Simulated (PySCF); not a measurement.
# FO, doublet, SMILES `F[O]`: electronic structure

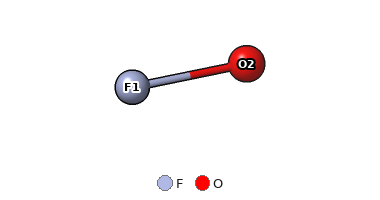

The molecule, with its atoms numbered as below. No frequency check shows the geometry to be a minimum.

Geometry (Å), atoms numbered from 1:

```
F1       0.6109    0.0000    0.0000
O2      -0.6873    0.0000    0.0000
```

Part 1: Bonding charge

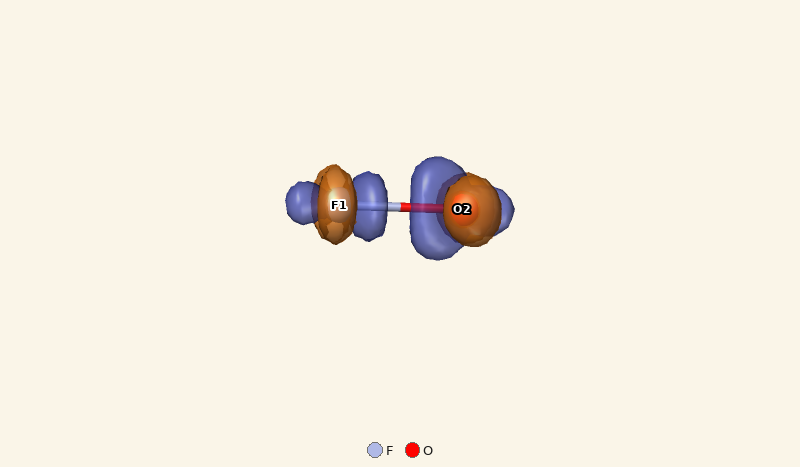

Deformation density (molecule less spherical, spin-averaged free atoms at the same positions), surfaces at ±0.3 e/Å³; orange: gain, blue: loss.

Method: PBE0/def2-SVP; geometry: GFN2-xTB; program: PySCF. The stability of the open-shell solution wasn't checked. GFN2-xTB doesn't know the spin state, so this open-shell geometry is rough.

How much density has each bond gained at its critical point, relative to the free atoms?

Answer. F1–O2: −0.15 e/Å³ at the bond critical point (bond length 1.30 Å, Mayer order 1.1). In all, 0.6 electrons gather in the regions of gain relative to the promolecule. A small or negative value marks a very polar bond, one between electron-rich atoms, whose free-atom densities already overlap strongly, a long bond to a heavier atom, or a closed-shell contact such as a hydrogen bond.

Part 2: Bond critical points

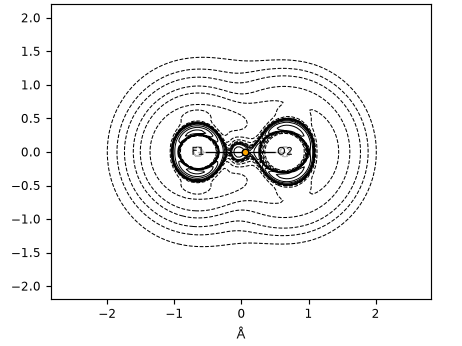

Negative Laplacian of the density (−∇²ρ) in a plane that holds the bond (solid lines positive, dashed lines negative, contours at ±0.02 to ±8 a.u.), with bond paths and bond critical points (dots).

At which bond critical points in this plane is charge locally concentrated, and at which depleted?

Answer. Concentrated (∇²ρ < 0): F1–O2 (−0.18 a.u.). At none is it depleted.

Part 3: Local ionisation energy

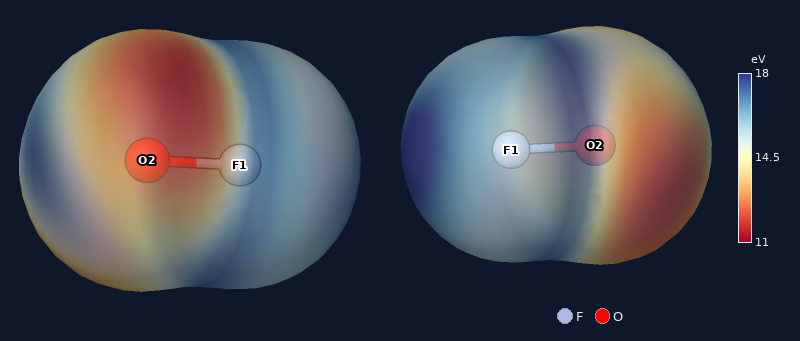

Average local ionisation energy on the surface of electron density 0.001 a.u. (back view left, front view right).

Locate the minima of the map.

Answer. The lowest value is 11.6 eV, 1.7 Å from O2, and at like points elsewhere. Further minima include 15.2 eV, 1.6 Å from F1, and at like points elsewhere. For comparison, the highest occupied orbital lies at −8.7 eV.

Part 4: Spin density

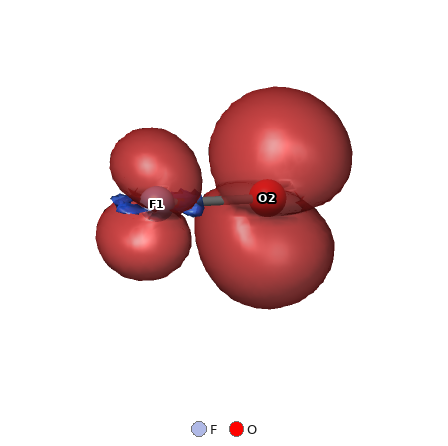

Spin density ρα − ρβ at ±0.03 e/Å³ (red: excess α, blue: excess β).

Where is the unpaired spin?

Answer. Hirshfeld spin populations: O2 +0.82 and F1 +0.18. ⟨S²⟩ = 0.75, as for a pure state. The density isn't cylindrical: this is one component of a degenerate Π or Δ state.

Part 5: In an electric field

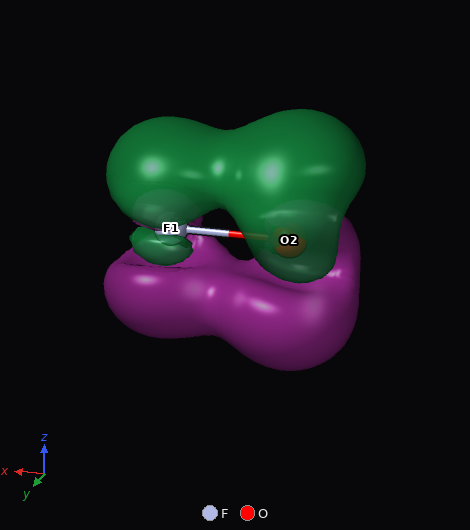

Change of the electron density in a uniform field of 0.10 V/Å, surfaces at ±0.0005 e/Å³ (green: gain, purple: loss).

Level of theory: BLYP/def2-SVPD (PySCF), at a geometry from GFN2-xTB. The stability of the open-shell solution wasn't checked. GFN2-xTB doesn't know the spin state, so this open-shell geometry is rough.

Along which Cartesian direction does the field point?

Answer. Along −z: electrons gather on the +z side, against the field.

What dipole is induced, and what polarisability does it imply?

Answer. The induced dipole is 0.04 D (along the field); α along this axis, from the fields in both directions, is 8 bohr³ (1.2 Å³).

Which atoms gain and lose the most charge?

Answer. Hardly any: no atom's Hirshfeld charge changes by as much as 0.002 e. The density shifts from one side of each atom to the other; 0.005 electrons are displaced in all.

The PySCF runs shown took 2.9 s and 5.3 s on 1 thread of Intel(R) Xeon(R) Platinum 8259CL CPU @ 2.50GHz (Skylake/Cascade Lake) (shared host).
